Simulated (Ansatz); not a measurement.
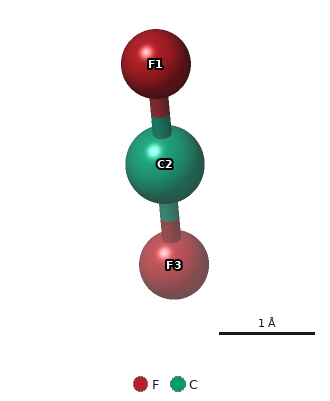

The starting structure (ball-and-stick view, seen at an oblique angle; atoms are numbered from 1 in the order of the input). Bond lengths as drawn: C–F 1.32 Å.

# Geometry relaxation, with input and output: CF2

- system: CF2
- method: RKS PBE-D4/def2-SVPD (Ansatz 0.2.0)

The geometry comes from this level: GFN2-xTB. Figures and captions count atoms from 1; the log counts them from 0 in places.

**The program's output**
```
The last accepted step is kept in [file] (removed where the run ends without a failure and the disk answers)
Engine: ansatz 0.2.0, x86_64-unknown-linux-gnu
Functional definition: PBE
  parameter kappa = 0.804
  parameter beta = 0.06672455060314922
  exchange = pbe_x(kappa = kappa, mu = beta*pi^2/3)
  correlation = pbe_c(beta = beta)
539 factors; their error is unknown
mean field evaluation 1: about -6450.2003 eV, gradient 3.1e1 eV
mean field evaluation 2: about -6434.9634 eV, gradient 9.8e1 eV
mean field evaluation 4: about -6449.0895 eV, gradient 2.7e1 eV
mean field evaluation 8: about -6451.1125 eV, gradient 1.0e1 eV
mean field evaluation 16: about -6451.6168 eV, gradient 2.0e-5 eV
mean field evaluation 32: about -6449.6475 eV, gradient 2.2e1 eV
mean field -6451.61678701 eV, -237.0925438595 hartree, gradient 2.0e-5 eV, S^2 0.000000; 3 other end points of the search recorded, 0 dependent functions left out
the calculation of the forces begins
reference -6451.61681601 eV, -237.0925449255 hartree; 12, 12 occupied and 54, 54 virtual orbitals, 539 factors
relax step   1: F+E_penalty+E_count = -6451.63699032 eV  Δ(F+E_penalty+E_count) = +0.000e0 eV  max|allowed force component| = 6.123e0 eV/Å  Δτ_max = 0.0000 Å  (97 SCF iters, accepted)
these checks for a lower state are left out or cut short: starts, cluster_reference, orbital_swaps, neighbouring_geometries, increment
539 factors; their error is unknown
mean field -6452.37841079 eV, -237.1205330173 hartree, gradient 1.4e-5 eV, S^2 0.000000; 1 other end points of the search recorded, 0 dependent functions left out
[... from here on the field's lines of each further geometry are left out, up to the last ...]
relax step   2: F+E_penalty+E_count = -6452.39829271 eV  Δ(F+E_penalty+E_count) = -7.613e-1 eV  max|allowed force component| = 3.666e0 eV/Å  Δτ_max = 0.0782 Å  (62 SCF iters, accepted)
relax step   3: F+E_penalty+E_count = -6452.89708292 eV  Δ(F+E_penalty+E_count) = -4.988e-1 eV  max|allowed force component| = 3.000e-1 eV/Å  Δτ_max = 0.1321 Å  (65 SCF iters, accepted)
relax step   4: F+E_penalty+E_count = -6452.90142434 eV  Δ(F+E_penalty+E_count) = -4.341e-3 eV  max|allowed force component| = 3.568e-3 eV/Å  Δτ_max = 0.0145 Å  (57 SCF iters, accepted)
relax step   5: F+E_penalty+E_count = -6452.90142481 eV  Δ(F+E_penalty+E_count) = -4.671e-7 eV  max|allowed force component| = 1.771e-3 eV/Å  Δτ_max = 0.0002 Å  (40 SCF iters, accepted)
relax step   6: F+E_penalty+E_count = -6452.90142491 eV  Δ(F+E_penalty+E_count) = -1.034e-7 eV  max|allowed force component| = 2.198e-3 eV/Å  Δτ_max = 0.0000 Å  (41 SCF iters, accepted)
relax step   7: F+E_penalty+E_count = -6452.90142506 eV  Δ(F+E_penalty+E_count) = -1.495e-7 eV  max|allowed force component| = 2.682e-3 eV/Å  Δτ_max = 0.0000 Å  (40 SCF iters, accepted)
relax step   8: F+E_penalty+E_count = -6452.90142648 eV  Δ(F+E_penalty+E_count) = -1.417e-6 eV  max|allowed force component| = 5.386e-3 eV/Å  Δτ_max = 0.0002 Å  (43 SCF iters, accepted)
relax step   9: F+E_penalty+E_count = -6452.90143217 eV  Δ(F+E_penalty+E_count) = -5.692e-6 eV  max|allowed force component| = 1.082e-2 eV/Å  Δτ_max = 0.0005 Å  (47 SCF iters, accepted)
relax step  10: F+E_penalty+E_count = -6452.90145498 eV  Δ(F+E_penalty+E_count) = -2.281e-5 eV  max|allowed force component| = 2.169e-2 eV/Å  Δτ_max = 0.0009 Å  (47 SCF iters, accepted)
relax step  11: F+E_penalty+E_count = -6452.90154610 eV  Δ(F+E_penalty+E_count) = -9.112e-5 eV  max|allowed force component| = 4.337e-2 eV/Å  Δτ_max = 0.0019 Å  (58 SCF iters, accepted)
relax step  12: F+E_penalty+E_count = -6452.90191048 eV  Δ(F+E_penalty+E_count) = -3.644e-4 eV  max|allowed force component| = 8.667e-2 eV/Å  Δτ_max = 0.0037 Å  (58 SCF iters, accepted)
relax step  13: F+E_penalty+E_count = -6452.90336649 eV  Δ(F+E_penalty+E_count) = -1.456e-3 eV  max|allowed force component| = 1.728e-1 eV/Å  Δτ_max = 0.0075 Å  (59 SCF iters, accepted)
relax step  14: F+E_penalty+E_count = -6452.91103249 eV  Δ(F+E_penalty+E_count) = -7.666e-3 eV  max|allowed force component| = 3.887e-1 eV/Å  Δτ_max = 0.0193 Å  (59 SCF iters, accepted)
relax step  15: F+E_penalty+E_count = -6452.95793994 eV  Δ(F+E_penalty+E_count) = -4.691e-2 eV  max|allowed force component| = 8.982e-1 eV/Å  Δτ_max = 0.0560 Å  (82 SCF iters, accepted)
relax step  16: F+E_penalty+E_count = -6453.07210605 eV  Δ(F+E_penalty+E_count) = -1.142e-1 eV  max|allowed force component| = 3.085e-1 eV/Å  Δτ_max = 0.1027 Å  (37 SCF iters, accepted)
relax step  17: F+E_penalty+E_count = -6452.95686084 eV  Δ(F+E_penalty+E_count) = +1.152e-1 eV  max|allowed force component| = 3.065e0 eV/Å  Δτ_max = 0.0917 Å  (36 SCF iters, rejected (line search))
the calculation of the forces begins
reference -6453.05458519 eV, -237.1453819682 hartree; 12, 12 occupied and 54, 54 virtual orbitals, 539 factors
relax step  18: F+E_penalty+E_count = -6453.07445872 eV  Δ(F+E_penalty+E_count) = -2.353e-3 eV  max|allowed force component| = 2.019e-2 eV/Å  Δτ_max = 0.0114 Å  (31 SCF iters, accepted)
539 factors; their error is unknown
mean field evaluation 256: about -6450.4680 eV, gradient 2.7e1 eV
```

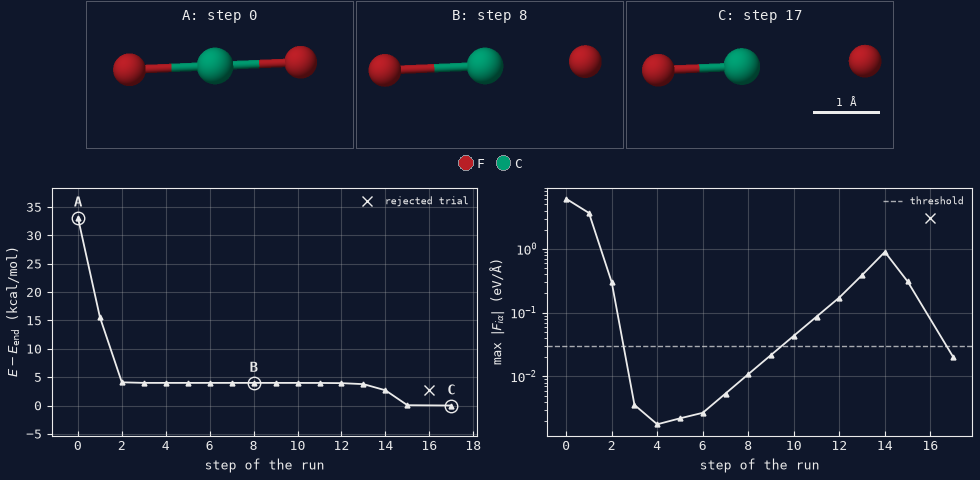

Frames of the relaxation (ball-and-stick view, seen at a tilt) above the curves, on which the letters mark them (the first geometry is step 0 here and step 1 in the log).

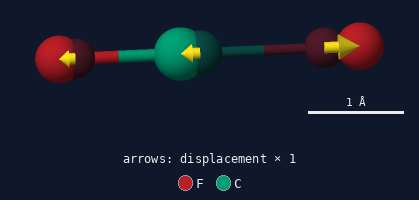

Start (faint) and end (solid) with the displacements as yellow arrows, at true length (ball-and-stick view, seen at a tilt). The two geometries are laid on each other by the best rigid fit. After 17 geometry steps the energy has fallen by 33.1 kcal/mol. The largest force component goes from 6.1 to 0.02 eV/Å. The line search rejected the trial step at point 16 (counted from 0) and went back. F1 moves most after the best rigid fit: 0.38 Å. By element the largest moves are F 0.38 Å, C 0.20 Å. Among the contacts that change: F1–C2 1.317 → 1.897 Å, C2–F3 1.317 → 1.284 Å. Bonds break: F1–C2 (1.32 → 1.90 Å). (Atoms are counted from 1 in the order of the input.)

```
mean field -6453.05454613 eV, -237.1453805329 hartree, gradient 1.2e-5 eV, S^2 0.000000; 4 other end points of the search recorded, 0 dependent functions left out
the calculation of the forces begins
reference -6453.05458519 eV, -237.1453819682 hartree; 12, 12 occupied and 54, 54 virtual orbitals, 539 factors
Total energy: -6453.07449778 eV, -237.1461137423 hartree
Atom 0 at    -0.000000     0.000000    -1.693053 Å, force    -0.000000    -0.000000    -0.006193 eV/Å
Atom 1 at     0.000000    -0.000000     0.204290 Å, force     0.000000     0.000000    -0.014000 eV/Å
Atom 2 at     0.000000     0.000000     1.488763 Å, force    -0.000000    -0.000000     0.020193 eV/Å
Dipole moment:     0.000000     0.000000     0.924400 e Å
```

**Trajectory as extended XYZ (Å, eV, eV/Å), 18 frames, from step=1 to step=18**
```
3
Properties=species:S:1:pos:R:3:forces:R:3 step=1 energy=-6451.63699
F     0.0000    0.0000   -1.3174    0.0000   0.0000  -6.1224
C     0.0000    0.0000    0.0001    0.0000   0.0000  -0.0002
F     0.0000    0.0000    1.3174    0.0000   0.0000   6.1226
3
Properties=species:S:1:pos:R:3:forces:R:3 step=2 energy=-6452.39829
F     0.0000    0.0000   -1.3956    0.0000   0.0000  -3.6661
C     0.0000    0.0000    0.0001    0.0000   0.0000   0.0005
F     0.0000    0.0000    1.3955    0.0000   0.0000   3.6656
3
Properties=species:S:1:pos:R:3:forces:R:3 step=3 energy=-6452.89708
F     0.0000    0.0000   -1.5277    0.0000   0.0000  -0.3000
C     0.0000    0.0000    0.0001    0.0000   0.0000   0.0011
F     0.0000    0.0000    1.5276    0.0000   0.0000   0.2989
3
Properties=species:S:1:pos:R:3:forces:R:3 step=4 energy=-6452.90142
F     0.0000    0.0000   -1.5422    0.0000   0.0000  -0.0036
C     0.0000    0.0000    0.0001    0.0000   0.0000   0.0015
F     0.0000    0.0000    1.5421    0.0000   0.0000   0.0021
3
Properties=species:S:1:pos:R:3:forces:R:3 step=5 energy=-6452.90143
F     0.0000    0.0000   -1.5424    0.0000   0.0000  -0.0009
C     0.0000    0.0000    0.0002    0.0000   0.0000   0.0018
F     0.0000    0.0000    1.5422    0.0000   0.0000  -0.0009
3
Properties=species:S:1:pos:R:3:forces:R:3 step=6 energy=-6452.90143
F     0.0000    0.0000   -1.5424    0.0000   0.0000  -0.0008
C     0.0000    0.0000    0.0002    0.0000   0.0000   0.0022
F     0.0000    0.0000    1.5422    0.0000   0.0000  -0.0014
3
Properties=species:S:1:pos:R:3:forces:R:3 step=7 energy=-6452.90143
F     0.0000    0.0000   -1.5424    0.0000   0.0000  -0.0010
C     0.0000    0.0000    0.0002    0.0000   0.0000   0.0027
F     0.0000    0.0000    1.5422    0.0000   0.0000  -0.0017
3
Properties=species:S:1:pos:R:3:forces:R:3 step=8 energy=-6452.90143
F     0.0000    0.0000   -1.5425    0.0000   0.0000  -0.0025
C     0.0000    0.0000    0.0005    0.0000   0.0000   0.0054
F     0.0000    0.0000    1.5421    0.0000   0.0000  -0.0029
3
Properties=species:S:1:pos:R:3:forces:R:3 step=9 energy=-6452.90143
F     0.0000    0.0000   -1.5427    0.0000   0.0000  -0.0056
C     0.0000    0.0000    0.0009    0.0000   0.0000   0.0108
F     0.0000    0.0000    1.5418    0.0000   0.0000  -0.0052
3
Properties=species:S:1:pos:R:3:forces:R:3 step=10 energy=-6452.90146
F     0.0000    0.0000   -1.5432    0.0000   0.0000  -0.0111
C     0.0000    0.0000    0.0019    0.0000   0.0000   0.0217
F     0.0000    0.0000    1.5413    0.0000   0.0000  -0.0106
3
Properties=species:S:1:pos:R:3:forces:R:3 step=11 energy=-6452.90155
F     0.0000    0.0000   -1.5441    0.0000   0.0000  -0.0218
C     0.0000    0.0000    0.0037    0.0000   0.0000   0.0434
F     0.0000    0.0000    1.5404    0.0000   0.0000  -0.0216
3
Properties=species:S:1:pos:R:3:forces:R:3 step=12 energy=-6452.90191
F     0.0000    0.0000   -1.5460    0.0000   0.0000  -0.0432
C     0.0000    0.0000    0.0075    0.0000   0.0000   0.0867
F     0.0000    0.0000    1.5386    0.0000   0.0000  -0.0435
3
Properties=species:S:1:pos:R:3:forces:R:3 step=13 energy=-6452.90337
F     0.0000    0.0000   -1.5498    0.0000   0.0000  -0.0863
C     0.0000    0.0000    0.0149    0.0000   0.0000   0.1728
F     0.0000    0.0000    1.5348    0.0000   0.0000  -0.0865
3
Properties=species:S:1:pos:R:3:forces:R:3 step=14 energy=-6452.91103
F     0.0000    0.0000   -1.5643    0.0000   0.0000  -0.0976
C     0.0000    0.0000    0.0342    0.0000   0.0000   0.3887
F     0.0000    0.0000    1.5301    0.0000   0.0000  -0.2911
3
Properties=species:S:1:pos:R:3:forces:R:3 step=15 energy=-6452.95794
F     0.0000    0.0000   -1.6098    0.0000   0.0000  -0.0580
C     0.0000    0.0000    0.0902    0.0000   0.0000   0.8982
F     0.0000    0.0000    1.5196    0.0000   0.0000  -0.8402
3
Properties=species:S:1:pos:R:3:forces:R:3 step=16 energy=-6453.07211
F     0.0000    0.0000   -1.6853    0.0000   0.0000  -0.0162
C     0.0000    0.0000    0.1929    0.0000   0.0000   0.3085
F     0.0000    0.0000    1.4924    0.0000   0.0000  -0.2922
3
Properties=species:S:1:pos:R:3:forces:R:3 step=17 energy=-6452.95686 accepted=F
F     0.0000    0.0000   -1.7765    0.0000   0.0000   0.3592
C     0.0000    0.0000    0.2846    0.0000   0.0000  -3.0646
F     0.0000    0.0000    1.4919    0.0000   0.0000   2.7054
3
Properties=species:S:1:pos:R:3:forces:R:3 step=18 energy=-6453.07446
F     0.0000    0.0000   -1.6931    0.0000   0.0000  -0.0062
C     0.0000    0.0000    0.2043    0.0000   0.0000  -0.0140
F     0.0000    0.0000    1.4888    0.0000   0.0000   0.0202
```

The run was set up as follows.

**Input file**
```yaml
crystal:
  periodic: [false, false, false]
  atoms:
    - { symbol: F, position_ang: [0.0, 0.0, -1.31743] }
    - { symbol: C, position_ang: [0.0, 0.0, 5.0e-05] }
    - { symbol: F, position_ang: [0.0, 0.0, 1.31738] }
basis:
  gaussian: { orbitals: def2-SVPD }
hamiltonian:
  xc: pbe
  dispersion: d4
relax:
  f_tol: 0.03
  max_steps: 200
```

Launched with:
```bash
ansatz run input.yaml --threads 4 --pin off --max-ram 10240MiB --backend cpu --events-out ev --progress --plain --runs-dir out
```

**Key numbers**

| quantity | value |
| --- | --- |
| outcome | converged |
| total energy | −6453.0745 eV |
| mean-field energy | −6453.0546 eV |
| SCF solution under orbital rotations | stable |
| largest force (length of the vector) at the end | 0.020 eV/Å |
| hardware | 4 threads of Intel Xeon @ 2.50GHz (Skylake/Cascade Lake), 189 GiB of memory available, shared host |
| wall time | 29 s (CPU time 57 s) |
| peak memory | 0.12 GiB |
